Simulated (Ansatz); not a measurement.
## Response to strain in Ir

Start from Ir in the fcc (Cu type) structure (space group Fm-3m, No. 225; a = 3.831 Å; relaxed with 0.1 eV smearing). Axes: x, y, z lie along the cube axes.

Strains are applied to the cell and any free atomic positions relax.

Method: Ansatz (an electronic-structure program), PBEsol, PAW, cutoff 420 eV, no SOC.

Notes on the quantities. energy relative to the base: free energy F.

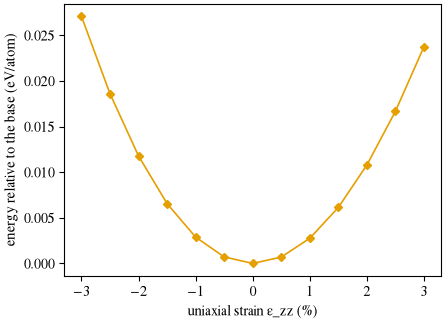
Figure. Energy relative to the base against uniaxial strain ε_zz

Q: From the plot, what is the energy relative to the base for uniaxial strain ε_zz = +0.50 %?

A: About 0.001 eV/atom.

Q: Is the trend monotonic over the range shown?

A: No, it turns within the range, spanning 0 meV/atom to +27 meV/atom.

Stability against distortions was not tested. All final runs are without spin polarisation.
